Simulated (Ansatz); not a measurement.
# Si: scans of the energy surface

Aim: for Si, compute the harmonic modes and freeze in mode 4 at growing amplitude.

Method: DFT LDA, scalar-relativistic, plane waves, PAW, in Ansatz 0.2.0.

1 further run of the same task is left out (set aside as unsound or not needed). Runs told in other sessions of the task aren't counted.

## 1. Starting point

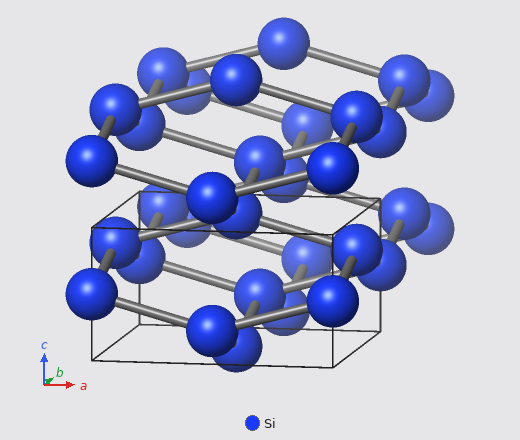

Start, viewed slightly off an axis; silicon blue. 1×2×2 cells are drawn. Atoms on the faces are drawn again on the opposite ones. The cell drawn here is the conventional one.

Coordinates:

```
CELL_PARAMETERS angstrom
-2.38242 2.38242 1.30530
2.38242 -2.38242 1.30530
2.38242 2.38242 -1.30530
ATOMIC_POSITIONS crystal
Si 0.25000 0.75000 0.50000
Si 0.50000 0.50000 0.00000
```

It goes back to an entry of the Materials Project, which need not be the stable form.

This cell was relaxed beforehand with the same method: volume 14.82 Å³/atom, gap on the mesh none (metal).

## 2. The reference cell

The reference gives a free energy of -1216.8846 eV, pressure -0.07 GPa, largest force 0.000 eV/Å and gap on the mesh none (metal). It was computed beforehand with the settings of the runs below.

## 3. Harmonic modes of this cell

The input, input.yaml:

```yaml
crystal:
  lattice:
    - [-2.3824154513, 2.3824154513, 1.3052992358]
    - [2.3824154513, -2.3824154513, 1.3052992358]
    - [2.3824154513, 2.3824154513, -1.3052992358]
  atoms:
    - { symbol: Si, position: [0.25, 0.75, 0.5] }
    - { symbol: Si, position: [0.5, 0.5, 0.0] }
basis:
  ecutwfc: 420
kpoints:
  mp_grid: { grid: [26, 26, 26] }
hamiltonian:
  xc: lda
scf:
  occupations: { method: gaussian, width: 0.15 }
output:
  eigenvalues: true
phonons:
  method: fd
  supercell: [1, 1, 1]
  amplitude: 0.02
  eigenvectors: true
  dielectric: false
```

Command:

```bash
ansatz run input.yaml --threads 2 --pin off --max-ram 5120MiB --backend cpu --events-out ev --progress --plain --runs-dir out
```

Output (excerpt; [...] marks lines left out):

```text
Warning: RAYON_NUM_THREADS=2 ignored (pool sized by the plan → 2); use --threads N
[...]
Pseudopotentials: kind: paw
Pseudopotential: Si, paw, valence charge 4, recommended cutoff 420 eV (normal), Si.paw.azcp
Functional definition: SPW92
[...]
Crystal: 2 atoms, lattice volume = 29.635 Å³
Basis set: ecut = 420 eV, 581 PW (Γ)
Bands: 8, of which v1, the nominal top of the filled ones, is band 4 counted from 1 (3 counted from 0)
Symmetry: 16 space group operations
k-points: 1330 of 17576
[...]
SCF iter   1: F=—  HF=-1216.887200 eV  |F-HF|=—  |Δ(HF+E_count)|=         —  Δρ=4.85e-3  dr2=5.61e-3  ethr=1.77e-3  ⟨swp⟩=5.0  Hψ=84149  notcnv=0
[...]
Symmetry: 2 space group operations
[...]
SCF iter   5: F=-1216.884480 eV  HF=-1216.884480 eV  |F-HF|=2.07e-11  |Δ(HF+E_count)|=  2.31e-10  Δρ=4.66e-7  dr2=4.84e-11  ethr=1.25e-12  ⟨swp⟩=4.5  Hψ=61299  notcnv=0
[...]
SCF converged after 6 iterations
Free energy (F): -1216.884645 eV
[...]
E sigma→0 (E₀):  -1216.880635 eV
Entropy (-TS):   -0.008022 eV (-4.011 meV/atom)
Fermi energy:    9.839228 eV
[...]
--- Forces (eV/Å), atoms counted from 1 ---
  atom   1  Si     0.00000000    -0.00000000     0.00000000
  atom   2  Si     0.00000000     0.00000000     0.00000000
[...]
--- Band table (eV; the first three rows and the last of 1330) ---
  k-point 0: bands = ["-4.0928", "7.2810", "7.2810", "7.7494", "11.3290", "17.5297", "18.7912", "18.7912"]
[...]
--- Phonons: 2 displaced members + reference (amplitude 0.02 Å, Σ member SCF iterations 11) ---
  symmetry images taken by loose's conditions (phonons.symmetry_images: auto; settled by the asymmetry read); asymmetry of the core-correction force 5.8e-8 eV/Å at the most on a site, 9.8e-8 eV/Å summed over every site of the supercell
  ASR residual: 1.990e-4 → 0.000e0 eV/Å²; symmetrization residual: 1.776e-15 eV/Å²
  largest component of a force at the reference: 1.4e-17 eV/Å
  ASR residual per site (eV/Å²): 1.99e-4 1.99e-4
  Γ frequencies (cm⁻¹): 0.00 0.00 0.00 126.42 330.79 330.79
  density of states and harmonic sums: on the 27×27×18 q-mesh, interpolated from the force constants of a 1×1×1 supercell (no non-analytic term)
  largest difference from the sums on the solved wave vectors: F 5.00e-1 eV, S 7.59e-4 and C_V 2.58e-4 eV/K
[...]
```

Run time: 98 s. Hardware: 2 threads of Oxide Virtual Turin-like (Zen 5), shared host; peak memory 2 GiB.

The modes, lowest first (cm⁻¹, without the LO–TO term): 1: 0, 2: 0, 3: 0, 4: 126, 5: 331, 6: 331. Three modes near zero are the rigid translations.

## 4. The scan: freezing in a mode

Mode 4 of the phonon run on this cell, counted from the lowest, is frozen in: each atom moves by x times its row below, so x is the largest displacement.

```
atom     ux     uy      uz
 Si1  0.000  0.000   1.000
 Si2  0.000  0.000  -1.000
```

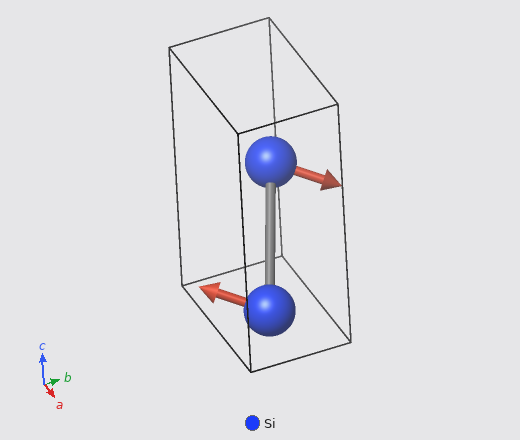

The mode's pattern as arrows, enlarged. Each atom of the cell is drawn once.

## 5. x = -0.300 Å

The input, input.yaml:

```yaml
crystal:
  lattice:
    - [-2.3824154513, 2.3824154513, 1.3052992358]
    - [2.3824154513, -2.3824154513, 1.3052992358]
    - [2.3824154513, 2.3824154513, -1.3052992358]
  atoms:
    - { symbol: Si, position: [0.1350838215, 0.6350838215, 0.5] }
    - { symbol: Si, position: [0.6149161785, 0.6149161785, 0.0] }
basis:
  ecutwfc: 420
kpoints:
  mp_grid: { grid: [26, 26, 26] }
hamiltonian:
  xc: lda
scf:
  occupations: { method: gaussian, width: 0.15 }
output:
  forces: true
  stress: true
  eigenvalues: true
```

Command:

```bash
ansatz run input.yaml --threads 2 --pin off --max-ram 5120MiB --backend cpu --events-out ev --progress --plain --runs-dir out
```

Output (excerpt; [...] marks lines left out):

```text
Warning: RAYON_NUM_THREADS=2 ignored (pool sized by the plan → 2); use --threads N
[...]
[... 3 set-up lines as earlier in the session ...]
[...]
Crystal: 2 atoms, lattice volume = 29.635 Å³
Basis set: ecut = 420 eV, 581 PW (Γ)
Bands: 8, of which v1, the nominal top of the filled ones, is band 4 counted from 1 (3 counted from 0)
Symmetry: 8 space group operations
Space group: Imma (ITA 74), of the structure as read, at distance tolerance 3.1e-5 Å
k-points: 2471 of 17576
[...]
SCF iter   1: F=—  HF=-1216.812345 eV  |F-HF|=—  |Δ(HF+E_count)|=         —  Δρ=4.63e-3  dr2=5.58e-3  ethr=1.77e-3  ⟨swp⟩=5.0  Hψ=154405  notcnv=0
[...]
SCF iter   6: F=-1216.809557 eV  HF=-1216.809557 eV  |F-HF|=9.09e-13  |Δ(HF+E_count)|=   7.16e-9  Δρ=4.31e-7  dr2=2.74e-11  ethr=2.06e-10  ⟨swp⟩=2.3  Hψ=71254  notcnv=0
[...]
SCF converged after 6 iterations
Free energy (F): -1216.809557 eV
[...]
E sigma→0 (E₀):  -1216.805387 eV
Entropy (-TS):   -0.008340 eV (-4.170 meV/atom)
Fermi energy:    9.909136 eV
[...]
--- Forces (eV/Å), atoms counted from 1 ---
  atom   1  Si     0.00000000     0.00000000     0.04751296
  atom   2  Si     0.00000000     0.00000000    -0.04751296
[...]
--- Stress (GPa, compression-positive) ---
       -6.226032       0.000000       0.000000
        0.000000       7.909488       0.000000
        0.000000       0.000000      -3.279977
  P = ⅓ Tr σ = -0.5322 GPa (-5.322 kbar)
--- Band table (eV; the first three rows and the last of 2471) ---
  k-point 0: bands = ["-4.0985", "7.0865", "7.4772", "7.7512", "11.3218", "17.8327", "18.2974", "19.4852"]
[...]
```

It took 17 s on 2 threads of Oxide Virtual Turin-like (Zen 5), shared host; peak memory 0.96 GiB.

## 6. x = 0.225 Å

Changes to input.yaml since step 5:

```diff
@@ -6,4 +6,4 @@
   atoms:
-    - { symbol: Si, position: [0.1350838215, 0.6350838215, 0.5] }
-    - { symbol: Si, position: [0.6149161785, 0.6149161785, 0.0] }
+    - { symbol: Si, position: [0.3361871339, 0.8361871339, 0.5] }
+    - { symbol: Si, position: [0.4138128661, 0.4138128661, 0.0] }
 basis:
```

Command:

```bash
ansatz run input.yaml --threads 2 --pin off --max-ram 5120MiB --backend cpu --events-out ev --progress --plain --runs-dir out
```

Output (excerpt; [...] marks lines left out):

```text
[...]
SCF converged after 6 iterations
Free energy (F): -1216.825702 eV
[...]
E sigma→0 (E₀):  -1216.821507 eV
Entropy (-TS):   -0.008391 eV (-4.195 meV/atom)
Fermi energy:    9.890039 eV
[...]
--- Forces (eV/Å), atoms counted from 1 ---
  atom   1  Si     0.00000000     0.00000000    -0.15777975
  atom   2  Si     0.00000000     0.00000000     0.15777975
[...]
--- Stress (GPa, compression-positive) ---
        7.132879       0.000000       0.000000
        0.000000      -5.875680       0.000000
        0.000000       0.000000      -2.447985
  P = ⅓ Tr σ = -0.3969 GPa (-3.969 kbar)
--- Band table (eV; the first three rows and the last of 2471) ---
  k-point 0: bands = ["-4.0972", "7.1062", "7.4579", "7.7507", "11.3236", "17.7581", "18.3462", "19.4427"]
[...]
```

It took 19 s on 2 threads of Oxide Virtual Turin-like (Zen 5), shared host; peak memory 0.95 GiB.

## 7. Point x = -0.150 Å

Changes to input.yaml since step 6:

```diff
@@ -6,4 +6,4 @@
   atoms:
-    - { symbol: Si, position: [0.3361871339, 0.8361871339, 0.5] }
-    - { symbol: Si, position: [0.4138128661, 0.4138128661, 0.0] }
+    - { symbol: Si, position: [0.1925419107, 0.6925419107, 0.5] }
+    - { symbol: Si, position: [0.5574580893, 0.5574580893, 0.0] }
 basis:
```

Command:

```bash
ansatz run input.yaml --threads 2 --pin off --max-ram 5120MiB --backend cpu --events-out ev --progress --plain --runs-dir out
```

Output (excerpt; [...] marks lines left out):

```text
[...]
SCF converged after 6 iterations
Free energy (F): -1216.852347 eV
[...]
E sigma→0 (E₀):  -1216.848168 eV
Entropy (-TS):   -0.008358 eV (-4.179 meV/atom)
Fermi energy:    9.863497 eV
[...]
--- Forces (eV/Å), atoms counted from 1 ---
  atom   1  Si     0.00000000     0.00000000     0.18114902
  atom   2  Si     0.00000000     0.00000000    -0.18114902
[...]
--- Stress (GPa, compression-positive) ---
       -4.813389       0.000000       0.000000
        0.000000       5.270968       0.000000
        0.000000       0.000000      -1.167539
  P = ⅓ Tr σ = -0.2367 GPa (-2.367 kbar)
--- Band table (eV; the first three rows and the last of 2471) ---
  k-point 0: bands = ["-4.0952", "7.1484", "7.4152", "7.7499", "11.3262", "17.6486", "18.4487", "19.2417"]
[...]
```

Run time: 25 s. Hardware: 2 threads of Oxide Virtual Turin-like (Zen 5), shared host; peak memory 0.96 GiB.

## 8. x = 0.075 Å

Changes to input.yaml since step 7:

```diff
@@ -6,4 +6,4 @@
   atoms:
-    - { symbol: Si, position: [0.1925419107, 0.6925419107, 0.5] }
-    - { symbol: Si, position: [0.5574580893, 0.5574580893, 0.0] }
+    - { symbol: Si, position: [0.2787290446, 0.7787290446, 0.5] }
+    - { symbol: Si, position: [0.4712709554, 0.4712709554, 0.0] }
 basis:
```

Command:

```bash
ansatz run input.yaml --threads 2 --pin off --max-ram 5120MiB --backend cpu --events-out ev --progress --plain --runs-dir out
```

Output (excerpt; [...] marks lines left out):

```text
Warning: RAYON_NUM_THREADS=2 ignored (pool sized by the plan → 2); use --threads N
[...]
[... 3 set-up lines as earlier in the session ...]
[...]
Crystal: 2 atoms, lattice volume = 29.635 Å³
Basis set: ecut = 420 eV, 581 PW (Γ)
Bands: 8, of which v1, the nominal top of the filled ones, is band 4 counted from 1 (3 counted from 0)
[... 2 set-up lines as earlier in the session ...]
k-points: 2471 of 17576
[...]
SCF iter   1: F=—  HF=-1216.878244 eV  |F-HF|=—  |Δ(HF+E_count)|=         —  Δρ=4.83e-3  dr2=5.63e-3  ethr=1.77e-3  ⟨swp⟩=5.0  Hψ=156740  notcnv=0
[...]
SCF iter   6: F=-1216.875623 eV  HF=-1216.875623 eV  |F-HF|=1.82e-12  |Δ(HF+E_count)|=   4.66e-9  Δρ=3.44e-7  dr2=1.68e-11  ethr=1.34e-10  ⟨swp⟩=2.1  Hψ=67860  notcnv=0
[...]
SCF converged after 6 iterations
Free energy (F): -1216.875623 eV
[...]
E sigma→0 (E₀):  -1216.871639 eV
Entropy (-TS):   -0.007968 eV (-3.984 meV/atom)
Fermi energy:    9.846658 eV
[...]
--- Forces (eV/Å), atoms counted from 1 ---
  atom   1  Si     0.00000000     0.00000000    -0.11638760
  atom   2  Si     0.00000000     0.00000000     0.11638760
[...]
--- Stress (GPa, compression-positive) ---
        2.635068       0.000000       0.000000
        0.000000      -2.857685       0.000000
        0.000000       0.000000      -0.117656
  P = ⅓ Tr σ = -0.1134 GPa (-1.134 kbar)
--- Band table (eV; the first three rows and the last of 2471) ---
  k-point 0: bands = ["-4.0935", "7.2094", "7.3531", "7.7495", "11.3282", "17.5618", "18.5995", "19.0121"]
[...]
```

It took 18 s on 2 threads of Oxide Virtual Turin-like (Zen 5), shared host; peak memory 0.96 GiB.

## 9. Point x = 0.263 Å

Changes to input.yaml since step 8:

```diff
@@ -6,4 +6,4 @@
   atoms:
-    - { symbol: Si, position: [0.2787290446, 0.7787290446, 0.5] }
-    - { symbol: Si, position: [0.4712709554, 0.4712709554, 0.0] }
+    - { symbol: Si, position: [0.3505516562, 0.8505516562, 0.5] }
+    - { symbol: Si, position: [0.3994483438, 0.3994483438, 0.0] }
 basis:
```

Command:

```bash
ansatz run input.yaml --threads 2 --pin off --max-ram 5120MiB --backend cpu --events-out ev --progress --plain --runs-dir out
```

Output (excerpt; [...] marks lines left out):

```text
Warning: RAYON_NUM_THREADS=2 ignored (pool sized by the plan → 2); use --threads N
[...]
[... 3 set-up lines as earlier in the session ...]
[...]
Crystal: 2 atoms, lattice volume = 29.635 Å³
Basis set: ecut = 420 eV, 581 PW (Γ)
Bands: 8, of which v1, the nominal top of the filled ones, is band 4 counted from 1 (3 counted from 0)
[... 2 set-up lines as earlier in the session ...]
k-points: 2471 of 17576
[...]
SCF iter   1: F=—  HF=-1216.818334 eV  |F-HF|=—  |Δ(HF+E_count)|=         —  Δρ=4.66e-3  dr2=5.64e-3  ethr=1.77e-3  ⟨swp⟩=5.0  Hψ=155041  notcnv=0
[...]
SCF iter   6: F=-1216.815529 eV  HF=-1216.815529 eV  |F-HF|=3.18e-12  |Δ(HF+E_count)|=   6.67e-9  Δρ=4.33e-7  dr2=2.87e-11  ethr=1.94e-10  ⟨swp⟩=2.3  Hψ=70835  notcnv=0
[...]
SCF converged after 6 iterations
Free energy (F): -1216.815529 eV
[...]
E sigma→0 (E₀):  -1216.811352 eV
Entropy (-TS):   -0.008352 eV (-4.176 meV/atom)
Fermi energy:    9.902678 eV
[...]
--- Forces (eV/Å), atoms counted from 1 ---
  atom   1  Si     0.00000000     0.00000000    -0.11012627
  atom   2  Si     0.00000000     0.00000000     0.11012627
[...]
--- Stress (GPa, compression-positive) ---
        7.644571       0.000000       0.000000
        0.000000      -6.103718       0.000000
        0.000000       0.000000      -2.970284
  P = ⅓ Tr σ = -0.4765 GPa (-4.765 kbar)
--- Band table (eV; the first three rows and the last of 2471) ---
  k-point 0: bands = ["-4.0980", "7.0935", "7.4704", "7.7510", "11.3224", "17.8040", "18.3148", "19.5134"]
[...]
```

It took 22 s on 2 threads of Oxide Virtual Turin-like (Zen 5), shared host; peak memory 0.96 GiB.

## 10. At x = 0.188 Å

Changes to input.yaml since step 9:

```diff
@@ -6,4 +6,4 @@
   atoms:
-    - { symbol: Si, position: [0.3505516562, 0.8505516562, 0.5] }
-    - { symbol: Si, position: [0.3994483438, 0.3994483438, 0.0] }
+    - { symbol: Si, position: [0.3218226116, 0.8218226116, 0.5] }
+    - { symbol: Si, position: [0.4281773884, 0.4281773884, 0.0] }
 basis:
```

Command:

```bash
ansatz run input.yaml --threads 2 --pin off --max-ram 5120MiB --backend cpu --events-out ev --progress --plain --runs-dir out
```

Output (excerpt; [...] marks lines left out):

```text
[...]
SCF converged after 6 iterations
Free energy (F): -1216.838594 eV
[...]
E sigma→0 (E₀):  -1216.834403 eV
Entropy (-TS):   -0.008381 eV (-4.191 meV/atom)
Fermi energy:    9.875521 eV
[...]
--- Forces (eV/Å), atoms counted from 1 ---
  atom   1  Si     0.00000000     0.00000000    -0.18173502
  atom   2  Si     0.00000000     0.00000000     0.18173502
[...]
--- Stress (GPa, compression-positive) ---
        6.327532       0.000000       0.000000
        0.000000      -5.464044       0.000000
        0.000000       0.000000      -1.810861
  P = ⅓ Tr σ = -0.3158 GPa (-3.158 kbar)
--- Band table (eV; the first three rows and the last of 2471) ---
  k-point 0: bands = ["-4.0962", "7.1246", "7.4394", "7.7502", "11.3249", "17.7035", "18.3911", "19.3490"]
[...]
```

Run time: 21 s. Hardware: 2 threads of Oxide Virtual Turin-like (Zen 5), shared host; peak memory 0.97 GiB.

## 11. x = 0.113 Å

Changes to input.yaml since step 10:

```diff
@@ -6,4 +6,4 @@
   atoms:
-    - { symbol: Si, position: [0.3218226116, 0.8218226116, 0.5] }
-    - { symbol: Si, position: [0.4281773884, 0.4281773884, 0.0] }
+    - { symbol: Si, position: [0.2930935669, 0.7930935669, 0.5] }
+    - { symbol: Si, position: [0.4569064331, 0.4569064331, 0.0] }
 basis:
```

Command:

```bash
ansatz run input.yaml --threads 2 --pin off --max-ram 5120MiB --backend cpu --events-out ev --progress --plain --runs-dir out
```

Output (excerpt; [...] marks lines left out):

```text
Warning: RAYON_NUM_THREADS=2 ignored (pool sized by the plan → 2); use --threads N
[...]
[... 3 set-up lines as earlier in the session ...]
[...]
Crystal: 2 atoms, lattice volume = 29.635 Å³
Basis set: ecut = 420 eV, 581 PW (Γ)
Bands: 8, of which v1, the nominal top of the filled ones, is band 4 counted from 1 (3 counted from 0)
[... 2 set-up lines as earlier in the session ...]
k-points: 2471 of 17576
[...]
SCF iter   1: F=—  HF=-1216.867888 eV  |F-HF|=—  |Δ(HF+E_count)|=         —  Δρ=4.80e-3  dr2=5.66e-3  ethr=1.77e-3  ⟨swp⟩=5.0  Hψ=156812  notcnv=0
[...]
SCF iter   6: F=-1216.865212 eV  HF=-1216.865212 eV  |F-HF|=9.09e-13  |Δ(HF+E_count)|=   4.86e-9  Δρ=3.75e-7  dr2=2.05e-11  ethr=1.41e-10  ⟨swp⟩=2.1  Hψ=68617  notcnv=0
[...]
SCF converged after 6 iterations
Free energy (F): -1216.865212 eV
[...]
E sigma→0 (E₀):  -1216.861123 eV
Entropy (-TS):   -0.008178 eV (-4.089 meV/atom)
Fermi energy:    9.854167 eV
[...]
--- Forces (eV/Å), atoms counted from 1 ---
  atom   1  Si     0.00000000     0.00000000    -0.15840234
  atom   2  Si     0.00000000     0.00000000     0.15840234
[...]
--- Stress (GPa, compression-positive) ---
        4.022258       0.000000       0.000000
        0.000000      -3.938549       0.000000
        0.000000       0.000000      -0.585791
  P = ⅓ Tr σ = -0.1674 GPa (-1.674 kbar)
--- Band table (eV; the first three rows and the last of 2471) ---
  k-point 0: bands = ["-4.0943", "7.1770", "7.3861", "7.7497", "11.3273", "17.5998", "18.5185", "19.1276"]
[...]
```

Wall time 17 s (2 threads of Oxide Virtual Turin-like (Zen 5), shared host); peak memory 0.96 GiB.

## 12. x = 0.037 Å

Changes to input.yaml since step 11:

```diff
@@ -6,4 +6,4 @@
   atoms:
-    - { symbol: Si, position: [0.2930935669, 0.7930935669, 0.5] }
-    - { symbol: Si, position: [0.4569064331, 0.4569064331, 0.0] }
+    - { symbol: Si, position: [0.2643645223, 0.7643645223, 0.5] }
+    - { symbol: Si, position: [0.4856354777, 0.4856354777, 0.0] }
 basis:
```

Command:

```bash
ansatz run input.yaml --threads 2 --pin off --max-ram 5120MiB --backend cpu --events-out ev --progress --plain --runs-dir out
```

Output (excerpt; [...] marks lines left out):

```text
Warning: RAYON_NUM_THREADS=2 ignored (pool sized by the plan → 2); use --threads N
[...]
[... 3 set-up lines as earlier in the session ...]
[...]
Crystal: 2 atoms, lattice volume = 29.635 Å³
Basis set: ecut = 420 eV, 581 PW (Γ)
Bands: 8, of which v1, the nominal top of the filled ones, is band 4 counted from 1 (3 counted from 0)
[... 2 set-up lines as earlier in the session ...]
k-points: 2471 of 17576
[...]
SCF iter   1: F=—  HF=-1216.884910 eV  |F-HF|=—  |Δ(HF+E_count)|=         —  Δρ=4.85e-3  dr2=5.61e-3  ethr=1.77e-3  ⟨swp⟩=5.0  Hψ=156570  notcnv=0
[...]
SCF iter   6: F=-1216.882338 eV  HF=-1216.882338 eV  |F-HF|=2.50e-12  |Δ(HF+E_count)|=   4.36e-9  Δρ=2.98e-7  dr2=1.17e-11  ethr=1.22e-10  ⟨swp⟩=2.0  Hψ=67180  notcnv=0
[...]
SCF converged after 6 iterations
Free energy (F): -1216.882338 eV
[...]
E sigma→0 (E₀):  -1216.878357 eV
Entropy (-TS):   -0.007960 eV (-3.980 meV/atom)
Fermi energy:    9.841249 eV
[...]
--- Forces (eV/Å), atoms counted from 1 ---
  atom   1  Si     0.00000000     0.00000000    -0.06111105
  atom   2  Si     0.00000000     0.00000000     0.06111105
[...]
--- Stress (GPa, compression-positive) ---
        1.186697       0.000000       0.000000
        0.000000      -1.609504       0.000000
        0.000000       0.000000       0.189099
  P = ⅓ Tr σ = -0.0779 GPa (-0.779 kbar)
--- Band table (eV; the first three rows and the last of 2471) ---
  k-point 0: bands = ["-4.0930", "7.2445", "7.3176", "7.7495", "11.3288", "17.5379", "18.6908", "18.8990"]
[...]
```

Run time: 21 s. Hardware: 2 threads of Oxide Virtual Turin-like (Zen 5), shared host; peak memory 0.95 GiB.

## 13. Results of the scan

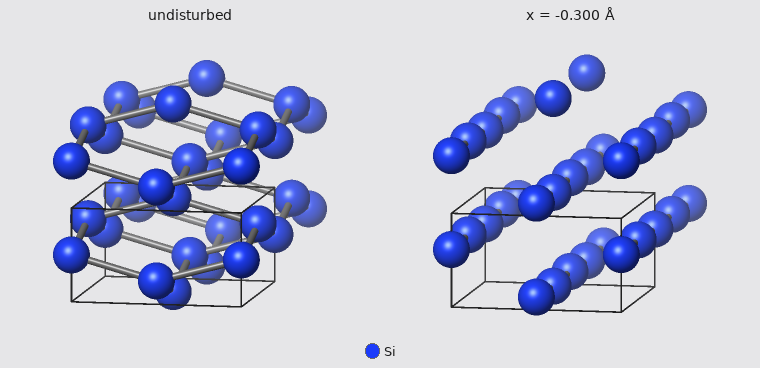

The undisturbed cell and the costliest point of the scan, at one scale, with neighbouring cells.

The scan, with free energies counted from the undisturbed cell:

```
 x (Å)  ΔE (meV/cell)  force along the mode (eV/Å)  pressure (GPa)
-0.300           75.1                        0.095            -0.5
-0.150           32.3                        0.362            -0.2
 0.000            0.0                        0.000            -0.1
 0.037            2.3                       -0.122            -0.1
 0.075            9.0                       -0.233            -0.1
 0.113           19.4                       -0.317            -0.2
 0.188           46.1                       -0.363            -0.3
 0.225           58.9                       -0.316            -0.4
 0.263           69.1                       -0.220            -0.5
```

Not run, since symmetry makes them alike: 0.300 repeats -0.300, -0.225 repeats 0.225, 0.150 repeats -0.150, -0.075 repeats 0.075. Energy, pressure and gap are the same there.

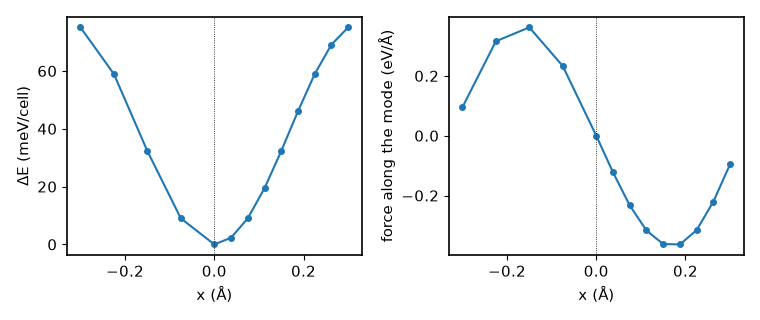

ΔE and force along the mode along the scan; points alike by symmetry are filled in.

## 14. Summary of results

| quantity | value |
| --- | --- |
| modes | 6 from 0 to 331 cm⁻¹ |
| harmonic wavenumber of the mode (freezing in a mode) | 126 cm⁻¹ |
| the same from the force at an amplitude of 0.037 Å (freezing in a mode) | 126 cm⁻¹ |

**Reading.** Normal modes: no mode of this cell is imaginary beyond 10 cm⁻¹; other wave vectors were not probed. Freezing in a mode: the force at the smallest amplitude gives 126 cm⁻¹ against 126 cm⁻¹ from the phonon run, so the curve is close to a parabola there. No sampled point lies below the undisturbed cell.
